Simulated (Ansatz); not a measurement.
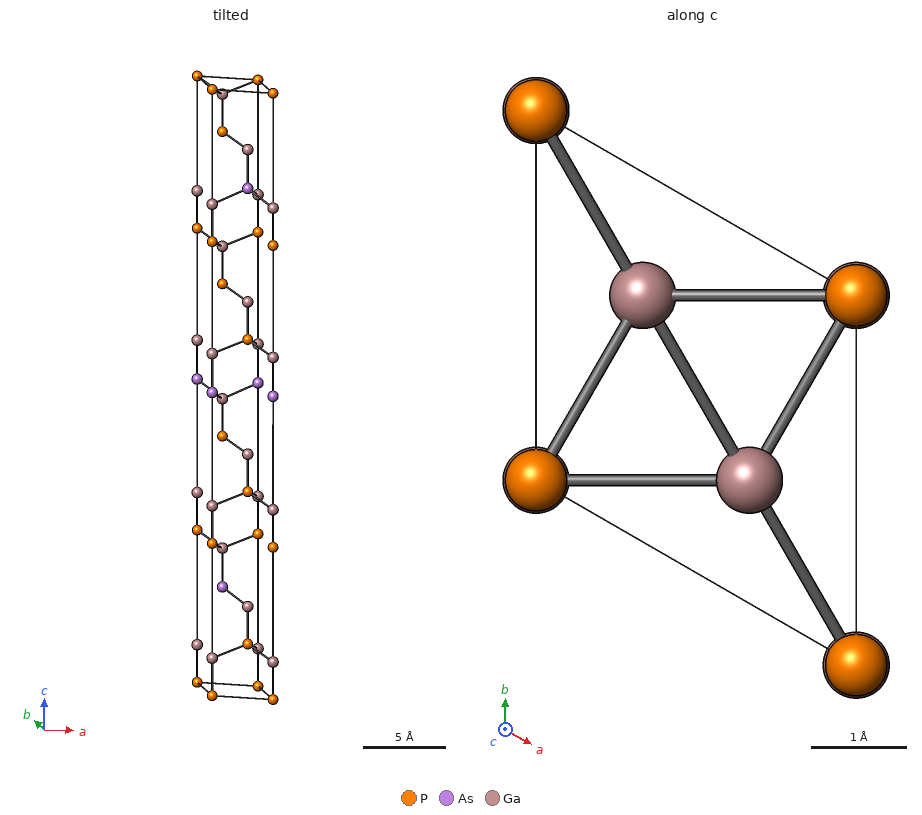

View slightly off an axis and along the c axis, drawn as a ball-and-stick model. The lines enclose the conventional unit cell; boundary atoms appear with their images.

Ga4AsP3, space group R3m (No. 160), a = 3.892 Å, b = 3.892 Å, c = 38.145 Å, α = 90.00°, β = 90.00°, γ = 120.00°. Starting structure: a structure type filled with these elements by a generator (whether the compound takes this form wasn't checked). Earlier steps of the study, as a rule a relaxation of our own, may have changed the cell and positions, so they can lie some per cent off the listed ones. A calculation with Ansatz used it as input.

This one geometry was computed with Ansatz (DFT, plane waves, PAW) at five levels of theory: r2SCAN, PBE with spin-orbit coupling, HSE06, PBE0 and PBE. It was relaxed beforehand with r2SCAN.

Which level gives the highest pressure at this volume, and what does that say about its equilibrium volume?

Highest: PBE with spin-orbit coupling (2.5 GPa) and PBE (2.6 GPa), which points to the largest equilibrium volume. Lowest, with the smallest volume: r2SCAN (0.0 GPa). Levels within 0.5 GPa of each other can't be told apart.

How does the band gap change with the level of theory?

PBE with spin-orbit coupling: a gap of 1.20 eV, direct; PBE: a gap of 1.28 eV, direct; r2SCAN: a gap of 1.67 eV, direct; HSE06: a gap of 2.08 eV, indirect; PBE0: a gap of 2.75 eV, indirect.

Collect the results in a table.

| level | cutoff (eV) | k-mesh of the run's cell | gap (eV) | pressure (GPa) |
| --- | --- | --- | --- | --- |
| r2SCAN | 500 | 8×8×8 | 1.67 | 0.0 |
| PBE with spin-orbit coupling | 420 | 8×8×8 | 1.20 | 2.5 |
| HSE06 | 420 | 4×4×4 | 2.08 | 0.9 |
| PBE0 | 420 | 4×4×4 | 2.75 | 0.6 |
| PBE | 420 | 8×8×8 | 1.28 | 2.6 |

Gaps are taken on the k-mesh or band path of each run.
